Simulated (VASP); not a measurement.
Band structure of CdZn3S4 (ordered alloy cell). All values below come from PBEsol GGA, VASP's PBE PAW potentials (set 64) (plane waves; VASP).

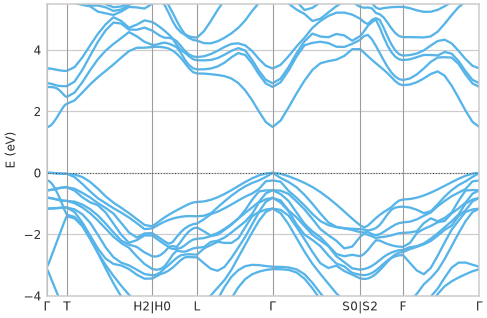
Fig. 1. Bands along high-symmetry lines, zero at the valence-band maximum or, without a gap, the Fermi level

Q: Read the plot: is there a gap, and where are the band edges?

A: The gap is direct, 1.49 eV, from the valence maximum at Γ to the conduction minimum at Γ. (Edges off the drawn lines would not show.)

The structure was generated: CdZn3S4 was put into an ordered model structure (R3m), which need not be its known phase. It was relaxed first.
